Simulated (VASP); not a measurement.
Band structure of Ga3InAs4 (ordered alloy cell). These are PBE GGA, VASP's PBE PAW potentials (set 64) (plane waves; VASP) values and carry that method's errors.

Unless said otherwise, spin-orbit coupling is left out, though it shifts the bands of the heavy elements here.

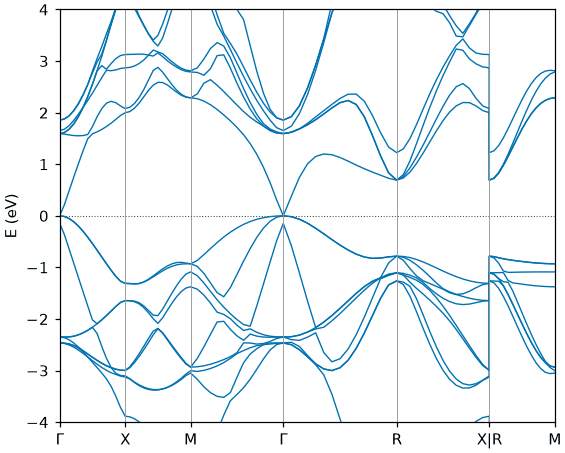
Figure. Bands along high-symmetry lines, zero at the valence-band maximum or, without a gap, the Fermi level

Read the plot: is there a gap, and where are the band edges?

It has no gap at this level: it comes out as a metal or semimetal. (Edges off the drawn lines would not show.)

The structure was generated: Ga3InAs4 was put into an ordered model structure (P-43m), which need not be its known phase. It was relaxed first, which changed the volume by +6 %.
